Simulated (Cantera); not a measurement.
Input: 1 mol SiCl₄, 0.81 mol O₃, equilibrated at 1350 K.

These are equilibrium values from Cantera (NASA tables, ideal gas, pure condensed phases), not measurements of a reactor. Candidate condensed phases: Si, SiO₂; 15 gas species. The tables hold silica as quartz up to 1696 K and as liquid above; real silica turns to tridymite and cristobalite and melts near 1996 K. Kinetics and transport are ignored.

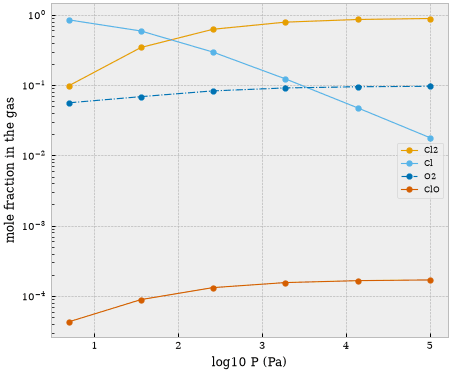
Figure. Equilibrium gas composition (values under 1e-9 drawn at 1e-9)

From 5.00e-5 bar to 1.00 bar the condensed part is SiO₂(β-quartz). The main Si-bearing gas is SiCl₄ throughout.
